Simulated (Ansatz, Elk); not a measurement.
# Bonding as seen by X-rays: CdH3Pd

The structure of CdH3Pd used here is made up (a known structure type with other elements) and was relaxed beforehand with PBEsol. The aim is the Fourier transform of its all-electron density, F(hkl), set beside the sum over free spherical atoms that refinements use.

Calculated with Elk 11.2.3 (patched build); DFT, PBE, all-electron APW+lo, Dirac cores, scalar-relativistic bands, static density, no spin.

The structure was built from a prototype and need not be the compound's stable phase.

## (1) Starting point

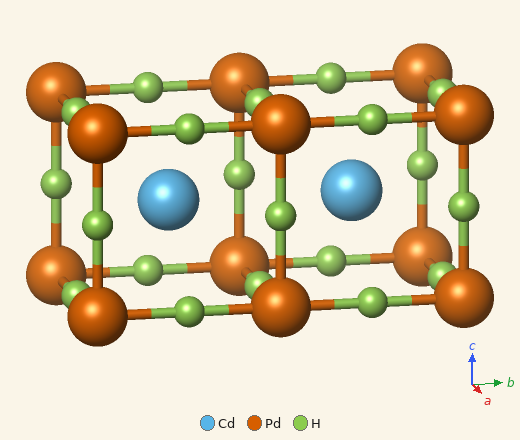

The starting structure, seen slightly off an axis (cadmium blue, palladium orange, hydrogen green). 1×2×1 cells are drawn. Some periodic images of atoms are drawn too.

## (2) Ground state and structure factors

An all-electron density is needed, since X-rays see the cores too. Task 0 finds the density and task 195 Fourier-transforms it; tshift is off so that phases refer to the origin typed.

Input file elk.in:

```
tasks
  0
  195

xctype
  20

spinpol
  .false.

rgkmax
  7.0

gmaxvr
  14.0

lmaxo
  7

lmaxapw
  8

swidth
  0.002

tshift
  .false.

ramdisk
  .false.

hmaxvr
  5.5

maxscl
  120

epspot
  1e-06

sppath
  './'

avec
  6.82677911887 -0.00000000000 -0.00000000000
  0.00000000000 6.82677911887 -0.00000000000
  -0.00000000000 -0.00000000000 6.82677911887

atoms
  3
  'Cd.in'
  1
  0.5000000000 0.5000000000 0.5000000000   0.000000 0.000000 0.000000
  'Pd.in'
  1
  -0.0000000000 -0.0000000000 0.0000000000   0.000000 0.000000 0.000000
  'H.in'
  3
  0.0000000000 0.0000000000 0.5000000000   0.000000 0.000000 0.000000
  -0.0000000000 0.5000000000 0.0000000000   0.000000 0.000000 0.000000
  0.5000000000 0.0000000000 0.0000000000   0.000000 0.000000 0.000000

ngridk
  6 6 6
```

Launch:

```
> OMP_NUM_THREADS=4 elk
```

Numbers of over 12 decimals in the logs are rounded to 6 here.

The log of the run:

```text
┌─────────────────────────┐
│ Elk code version 11.2.3 │
└─────────────────────────┘

All units are atomic (Hartree, Bohr, etc.)

┌─────────────────────────────────────────────────┐
│ Ground-state run starting from atomic densities │
└─────────────────────────────────────────────────┘

Lattice vectors :
   6.826779119      -0.000000000      -0.000000000
   0.000000000       6.826779119      -0.000000000
  -0.000000000      -0.000000000       6.826779119

Reciprocal lattice vectors :
  0.9203733119       0.000000000       0.000000000
   0.000000000      0.9203733119       0.000000000
   0.000000000       0.000000000      0.9203733119

Unit cell volume      :    318.1614478
Brillouin zone volume :   0.7796362982

Muffin-tin inner radius fraction :   0.1000000000E-01

Nuclei treated as point charges

Species : 1 (Cd)
 parameters loaded from : Cd.in
 name : cadmium
 nuclear charge    :   -48.00000000
 electronic charge :    48.00000000
 atomic mass :    204912.7176
 muffin-tin radius :    2.600000000
 number of radial points in muffin-tin :   1193
 inner part over the whole radius :   0.9972693929E-02
 number on inner part of muffin-tin    :    850
 approximate nuclear radius :   0.8708852602E-04
 number of mesh points to nuclear radius :    426
 atomic positions (lattice), magnetic fields (Cartesian) :
  1 :   0.50000000  0.50000000  0.50000000    0.00000000  0.00000000  0.00000000

Species : 2 (Pd)
 parameters loaded from : Pd.in
 name : palladium
 nuclear charge    :   -46.00000000
 electronic charge :    46.00000000
 atomic mass :    193991.7927
 muffin-tin radius :    2.186203214
 number of radial points in muffin-tin :    993
 inner part over the whole radius :   0.9966599637E-02
 number on inner part of muffin-tin    :    704
 approximate nuclear radius :   0.8586907259E-04
 number of mesh points to nuclear radius :    357
 atomic positions (lattice), magnetic fields (Cartesian) :
  1 :   0.00000000  0.00000000  0.00000000    0.00000000  0.00000000  0.00000000

Species : 3 (H)
 parameters loaded from : H.in
 name : hydrogen
 nuclear charge    :   -1.000000000
 electronic charge :    1.000000000
 atomic mass :    1837.362221
 muffin-tin radius :    1.177186346
 number of radial points in muffin-tin :    393
 inner part over the whole radius :   0.9959266929E-02
 number on inner part of muffin-tin    :    257
 approximate nuclear radius :   0.2766748019E-04
 number of mesh points to nuclear radius :     79
 atomic positions (lattice), magnetic fields (Cartesian) :
  1 :   0.00000000  0.00000000  0.50000000    0.00000000  0.00000000  0.00000000
  2 :   0.00000000  0.50000000  0.00000000    0.00000000  0.00000000  0.00000000
  3 :   0.50000000  0.00000000  0.00000000    0.00000000  0.00000000  0.00000000

Total number of atoms per unit cell :    5
Total muffin-tin volume :    137.8901345
 ratio of muffin-tin to unit cell volume :   0.4333967408

Spin treatment :
 spin-unpolarised

Number of Bravais lattice symmetries :   48
Number of crystal symmetries         :   48
Crystal has inversion symmetry
Real symmetric eigensolver will be used

k-point grid :      6     6     6
k-point offset :    0.000000000       0.000000000       0.000000000
k-point set is reduced with full crystal symmetry group
Total number of k-points :       20

Muffin-tin radius times maximum |G+k| :    7.000000000
 using average radius
Maximum |G+k| for APW functions       :    4.207862517
Maximum (1/2)|G+k|²                   :    8.853053480
Maximum |G| for potential and density :    14.00000000
Constant for pseudocharge density :    9
 order of it for each species :   16  16  14
 order of it for pair densities of each species (exact exchange by exxq0 0: 17) :   16  16   4
Radial integration step length :    1

G-vector grid sizes :     32    32    32
Number of G-vectors :    14771

Maximum angular momentum used for
 APW functions            :    8
 outer part of muffin-tin :    7
 inner part of muffin-tin :    2

Total nuclear charge    :   -97.00000000
[...]
at k-point 5

Charges :
 core                        :    58.00000000
 valence                     :    39.00000000
 interstitial                :    5.374613863
 muffin-tins (core leakage)
  species : 1 (Cd)
   atom 1                    :    46.53322052     (  0.2512800888E-03)
  species : 2 (Pd)
   atom 1                    :    43.02764143     ( -0.4284424620E-06)
  species : 3 (H)
   atom 1                    :   0.6881747282     (   0.000000000    )
   atom 2                    :   0.6881747282     (   0.000000000    )
   atom 3                    :   0.6881747282     (   0.000000000    )
 total in muffin-tins        :    91.62538614
 total calculated charge     :    96.99865256
 total charge                :    97.00000000
 error                       :   0.1347440700E-02

RMS change in Kohn-Sham potential (target) :    79.13891196     (  0.1000000000E-05)
Absolute change in total energy (target)   :   0.1760267323     (  0.1000000000E-03)

[... loops 3 to 21 left out ...]

┌──────────────────┐
│ Loop number : 22 │
└──────────────────┘

Energies :
 Fermi                       :     0.301433
 sum of occupied eigenvalues :     -6375.1835498253
 electron kinetic            :      11139.339062560
 core electron kinetic       :      10779.557841227
 Coulomb                     :     -21484.093931732
 Coulomb potential           :     -17123.125837877
 nuclear-nuclear             :     -1192.9824393440
 electron-nuclear            :     -23484.713529814
 Hartree                     :      3193.6020374259
 Madelung                    :     -12922.531012794
 xc potential                :     -391.39677450896
 exchange                    :     -294.88570061903
 correlation                 :     -5.143846
 electron entropic           :    -0.54087666717945E-03
 total energy                :     -10644.784956322

Density of states at Fermi energy :    40.89456614
 (states/Hartree/unit cell)

Estimated indirect band gap :   0.2376259123E-02
 from k-point 19 to k-point 20
Estimated direct band gap   :   0.2258407901E-01
 at k-point 9

Charges :
 core                        :    58.00000000
 valence                     :    39.00000000
 interstitial                :    4.762645345
 muffin-tins (core leakage)
  species : 1 (Cd)
   atom 1                    :    46.49749366     (  0.2404915779E-03)
  species : 2 (Pd)
   atom 1                    :    44.00737313     ( -0.4401142384E-06)
  species : 3 (H)
[...]
total in muffin-tins        :    92.23735465
 total calculated charge     :    96.99881346
 total charge                :    97.00000000
 error                       :   0.1186535159E-02

RMS change in Kohn-Sham potential (target) :   0.8724891938E-06 (  0.1000000000E-05)
Absolute change in total energy (target)   :   0.2693050192E-06 (  0.1000000000E-03)

Convergence targets achieved

┌──────────────────┐
│ Loop number : 23 │
└──────────────────┘

Energies :
 Fermi                       :     0.301433
 sum of occupied eigenvalues :     -6375.1835494595
 electron kinetic            :      11139.339062689
 core electron kinetic       :      10779.557841351
 Coulomb                     :     -21484.093931606
 Coulomb potential           :     -17123.125837911
 nuclear-nuclear             :     -1192.9824393440
 electron-nuclear            :     -23484.713529519
 Hartree                     :      3193.6020372574
 Madelung                    :     -12922.531012650
 xc potential                :     -391.39677423799
 exchange                    :     -294.88570061218
 correlation                 :     -5.143846
 electron entropic           :    -0.54087666737687E-03
 total energy                :     -10644.784956060

Density of states at Fermi energy :    40.89456620
 (states/Hartree/unit cell)

Estimated indirect band gap :   0.2376258959E-02
 from k-point 19 to k-point 20
Estimated direct band gap   :   0.2258407872E-01
 at k-point 9

Charges :
 core                        :    58.00000000
 valence                     :    39.00000000
 interstitial                :    4.762645348
 muffin-tins (core leakage)
  species : 1 (Cd)
   atom 1                    :    46.49749366     (  0.2404915777E-03)
  species : 2 (Pd)
   atom 1                    :    44.00737312     ( -0.4401137303E-06)
  species : 3 (H)
   atom 1                    :   0.5774959574     (   0.000000000    )
   atom 2                    :   0.5774959574     (   0.000000000    )
   atom 3                    :   0.5774959574     (   0.000000000    )
 total in muffin-tins        :    92.23735465
 total calculated charge     :    96.99881346
 total charge                :    97.00000000
 error                       :   0.1186535159E-02

┌──────────────────────────────┐
│ Self-consistent loop stopped │
└──────────────────────────────┘

Warning : core states of species 1 leak from the muffin-tin :   0.2404915777E-03

Wrote STATE.OUT
```

The job ended after 20 s (4 threads of Arm Neoverse V2, shared host; peak memory 0.16 GiB; 60 s of CPU time).

SFACRHO.OUT:

```text

h k l indices transformed by vhmat matrix:
   1.000000000       0.000000000       0.000000000    
   0.000000000       1.000000000       0.000000000    
   0.000000000       0.000000000       1.000000000    

      h      k      l  multipl.   |H|            Re(F)            Im(F)           |F|

      0      0      0      1   0.0000000       97.000000     -0.21336012E-17   97.000000    
     -1      0      0      6  0.92037331      -1.0221120      0.13449272E-13   1.0221120    
      0     -1      1     12   1.3016044       75.711161     -0.37843006E-14   75.711161    
     -1     -1      1      8   1.5941333      -3.2508456      0.11918659E-13   3.2508456    
     -2      0      0      6   1.8407466       68.068975     -0.22264052E-13   68.068975    
      1      0      2     24   2.0580173      -1.5255364     -0.46127127E-13   1.5255364    
      1      1      2     24   2.2544450       60.675468      0.40273707E-13   60.675468    
      0     -2      2     12   2.6032088       56.731291     -0.54215216E-14   56.731291    
     -1     -2      2     24   2.7611199      -1.2420944      0.21392729E-13   1.2420944    
      0     -3      0      6   2.7611199      -1.2378833      0.39360742E-13   1.2378833    
     -3      0      1     24   2.9104760       52.574091     -0.41267314E-13   52.574091    
     -3     -1     -1     24   3.0525329      -1.5076242      0.30523674E-13   1.5076242    
      2     -2      2      8   3.1882667       50.114748      0.16459737E-13   50.114748    
      2      3      0     24   3.3184532     -0.98806449     -0.28862030E-13  0.98806449    
     -1      2      3     48   3.4437216       47.438508      0.31174766E-13   47.438508    
      0      4      0      6   3.6814932       45.671187      0.29952851E-13   45.671187    
     -2      2      3     24   3.7947964     -0.81532599     -0.32230207E-13  0.81532599    
      4      0      1     24   3.7947964     -0.88509215     -0.26433160E-13  0.88509215
```

Elk indexes on the primitive cell of elk.in and gives |H| = 4π sin θ/λ in inverse bohr. Below, one row stands for each form hkl of the conventional cell (m members, Friedel mates merged), F is for one primitive cell and the density is static (no thermal factor). Free-atom factors are Waasmaier and Kirfel's, and R is Σm||F|−|F'||/Σm|F|.

| hkl | m | sin θ/λ (Å⁻¹) | abs F, DFT | neutral atoms | diff. |
| --- | --- | --- | --- | --- | --- |
| 100 | 6 | 0.138 | 1.022 | 0.876 | +0.146 |
| 110 | 12 | 0.196 | 75.711 | 76.225 | -0.513 |
| 111 | 8 | 0.240 | 3.251 | 2.844 | +0.407 |
| 200 | 6 | 0.277 | 68.069 | 68.148 | -0.079 |
| 210 | 24 | 0.309 | 1.526 | 1.471 | +0.055 |
| 211 | 24 | 0.339 | 60.675 | 60.670 | +0.005 |
| 220 | 12 | 0.392 | 56.731 | 56.559 | +0.172 |
| 221 | 24 | 0.415 | 1.242 | 1.342 | -0.100 |
| 300 | 6 | 0.415 | 1.238 | 1.342 | -0.104 |
| 310 | 24 | 0.438 | 52.574 | 52.414 | +0.160 |
| 311 | 24 | 0.459 | 1.508 | 1.586 | -0.079 |
| 222 | 8 | 0.479 | 50.115 | 49.886 | +0.228 |
| 320 | 24 | 0.499 | 0.988 | 1.109 | -0.120 |
| 321 | 48 | 0.518 | 47.438 | 47.265 | +0.174 |
| 400 | 6 | 0.554 | 45.671 | 45.572 | +0.099 |
| 322 | 24 | 0.571 | 0.815 | 0.909 | -0.094 |
| 410 | 24 | 0.571 | 0.885 | 0.909 | -0.024 |
| 411 | 24 | 0.587 | 43.822 | 43.764 | +0.057 |
| 330 | 12 | 0.587 | 43.873 | 43.764 | +0.109 |
| 331 | 24 | 0.603 | 0.946 | 0.993 | -0.046 |
| 420 | 24 | 0.619 | 42.588 | 42.537 | +0.051 |
| 421 | 48 | 0.634 | 0.757 | 0.777 | -0.020 |

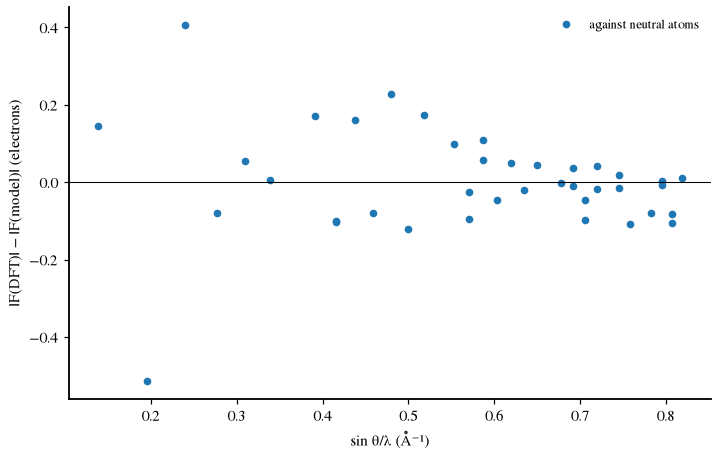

Difference between the calculated structure factors and the independent-atom ones.

## (3) The highest occupied states alone

An energy window below the Fermi level keeps the highest occupied states, to see at which angles they scatter; shallow core shells can lie inside it and anion s states outside. No new self-consistency is needed.

elk.in, as its differences from that of step 2:

```diff
@@ -1,3 +1,2 @@
 tasks
-  0
   195
@@ -40,2 +39,5 @@
 
+wsfac
+  -0.066060 0.601430
+
 sppath
```

Launch:

```
> OMP_NUM_THREADS=4 elk
```

The log of the run:

```text
┌─────────────────────────────────┐
│ Elk code version 11.2.3 started │
└─────────────────────────────────┘

Info(readinput): the functional depends on the density's gradient
 muffin-tin radial points multiplied by    2.00000
 (not where nrmtscf is given)

┌────────────────────┐
│ Current task : 195 │
└────────────────────┘
Info(checkmt): changed muffin-tin radius of species 2 (Pd) from   2.6000 to   2.1862
Info(checkmt): changed muffin-tin radius of species 3 (H) from   1.4000 to   1.1772

Info(sfacrho): density structure factors written to SFACRHO.OUT

 Energy window :  -0.6606000000E-01  0.6014300000

┌──────────────────┐
│ Elk code stopped │
└──────────────────┘
```

Wall time 4.2 s (4 threads); peak memory 0.16 GiB; 6.2 s of CPU time.

States within 10 eV below the Fermi level hold 23.93 electrons; any levels below the window count with the cores, and a count that is not whole means the window cuts a band. Their amplitudes can exceed the total, where window and core parts have opposite phase:

| hkl | sin θ/λ (Å⁻¹) | abs F, window | abs F, all |
| --- | --- | --- | --- |
| 100 | 0.138 | 0.397 | 1.022 |
| 110 | 0.196 | 9.243 | 75.711 |
| 111 | 0.240 | 2.382 | 3.251 |
| 200 | 0.277 | 6.414 | 68.069 |
| 210 | 0.309 | 0.700 | 1.526 |
| 211 | 0.339 | 2.982 | 60.675 |
| 220 | 0.392 | 2.250 | 56.731 |
| 221 | 0.415 | 0.336 | 1.242 |
| 300 | 0.415 | 0.416 | 1.238 |
| 310 | 0.438 | 0.878 | 52.574 |

## (4) Another functional

The difference from free atoms is small, so it is set against the change that LDA (Perdew-Wang) makes.

elk.in, as its differences from that of step 3:

```diff
@@ -1,2 +1,3 @@
 tasks
+  0
   195
@@ -4,3 +5,3 @@
 xctype
-  20
+  3
 
@@ -39,5 +40,2 @@
 
-wsfac
-  -0.066060 0.601430
-
 sppath
```

Launch:

```
> OMP_NUM_THREADS=4 elk
```

The log of the run:

```text
┌─────────────────────────┐
│ Elk code version 11.2.3 │
└─────────────────────────┘

All units are atomic (Hartree, Bohr, etc.)

┌─────────────────────────────────────────────────┐
│ Ground-state run starting from atomic densities │
└─────────────────────────────────────────────────┘

Lattice vectors :
   6.826779119      -0.000000000      -0.000000000
   0.000000000       6.826779119      -0.000000000
  -0.000000000      -0.000000000       6.826779119

Reciprocal lattice vectors :
  0.9203733119       0.000000000       0.000000000
[...]
species : 2 (Pd)
   atom 1                    :    44.00811507     ( -0.1040069446E-04)
  species : 3 (H)
[...]
atom 2                    :   0.5572857106     (   0.000000000    )
   atom 3                    :   0.5572857106     (   0.000000000    )
 total in muffin-tins        :    92.20678581
 total calculated charge     :    96.99883256
 total charge                :    97.00000000
 error                       :   0.1167437425E-02

┌──────────────────────────────┐
│ Self-consistent loop stopped │
└──────────────────────────────┘

Warning : core states of species 1 leak from the muffin-tin :   0.2421259636E-03

Wrote STATE.OUT
[key lines of the parts left out:]
total energy                :     -10635.041895686
```

Run time: 11 s. Hardware: 4 threads; peak memory 0.16 GiB.

Against the first run R = 0.05 %; the largest change is -0.093 at 200.

## (5) A coarser k-mesh

About half the k-points along each axis test the sampling.

elk.in, as its differences from that of step 4:

```diff
@@ -5,3 +5,3 @@
 xctype
-  3
+  20
 
@@ -63,2 +63,2 @@
 ngridk
-  6 6 6
+  3 3 3
```

Launch:

```
> OMP_NUM_THREADS=4 elk
```

The log of the run:

```text
┌─────────────────────────┐
│ Elk code version 11.2.3 │
└─────────────────────────┘

All units are atomic (Hartree, Bohr, etc.)

┌─────────────────────────────────────────────────┐
│ Ground-state run starting from atomic densities │
└─────────────────────────────────────────────────┘

Lattice vectors :
   6.826779119      -0.000000000      -0.000000000
   0.000000000       6.826779119      -0.000000000
  -0.000000000      -0.000000000       6.826779119

Reciprocal lattice vectors :
  0.9203733119       0.000000000       0.000000000
[...]
species : 2 (Pd)
   atom 1                    :    43.99824350     ( -0.4399897051E-06)
  species : 3 (H)
[...]
atom 2                    :   0.5823675052     (   0.000000000    )
   atom 3                    :   0.5823675052     (   0.000000000    )
 total in muffin-tins        :    92.21548713
 total calculated charge     :    96.99882711
 total charge                :    97.00000000
 error                       :   0.1172887166E-02

┌──────────────────────────────┐
│ Self-consistent loop stopped │
└──────────────────────────────┘

Warning : core states of species 1 leak from the muffin-tin :   0.2398472829E-03

Wrote STATE.OUT
[key lines of the parts left out:]
total energy                :     -10644.788514372
```

Run time: 9.8 s. Hardware: 4 threads; peak memory 0.16 GiB.

Against the first run R = 0.02 %; the largest change is +0.028 at 200.

## (6) Settings against the effect

| run | R against the first run (%) | R against neutral atoms, low angle (%) | wall time |
| --- | --- | --- | --- |
| PBE, rgkmax 7 | 0.00 | 0.80 | 20 s |
| LDA (Perdew-Wang) | 0.05 | 0.82 | 11 s |
| k-mesh 3×3×3 | 0.02 | 0.80 | 9.8 s |

## (7) Summary of results

```yaml
r_against_neutral_atoms_sin_theta_lambda_0p3_a_minus1: 0.80 %
r_against_neutral_atoms_0p3_to_0p82_a_minus1: 0.30 %
```

In words: Independent neutral atoms miss the calculated amplitudes by R = 0.80 % below 0.3 Å⁻¹ and 0.30 % from there to 0.82 Å⁻¹; by shells, 14.31 % below 0.15 Å⁻¹ (1 form), 0.74 % 0.15 to 0.3 (3 forms), 0.30 % 0.3 to 0.45 (6 forms), 0.30 % above 0.45 (29 forms). Bonding, aspherical density and the tables' own atoms all enter these figures, and the runs don't part them. The largest change of an amplitude is -0.51 electrons, at 110. Weak lines can change much in proportion: 100 goes from 0.88 to 1.02. The window's part falls from 23.9 electrons at the origin to at most 0.66 between 0.45 and 0.82 Å⁻¹. Below 0.3 Å⁻¹ the changes that finished (LDA (Perdew-Wang) and k-mesh 3×3×3) move F by R = 0.10 % at most, against the 0.80 % that separates it from free atoms. The basis has no finished test. These runs have no spin, though d or f shells may be open. Part of the difference isn't bonding: the tables are fits to free atoms and ions calculated by other methods than this functional. Thermal motion, anomalous dispersion and extinction are left out.

[Logs are printed without paths, hosts, clocks, repeated set-up lines and the standing remarks that a program may print on its own settings, such as how far it seeks lower states.]

[Hosts, paths, dates, database ids (printed as entryN), source tags and the programs' standing remarks are cut or masked in the printed files.]
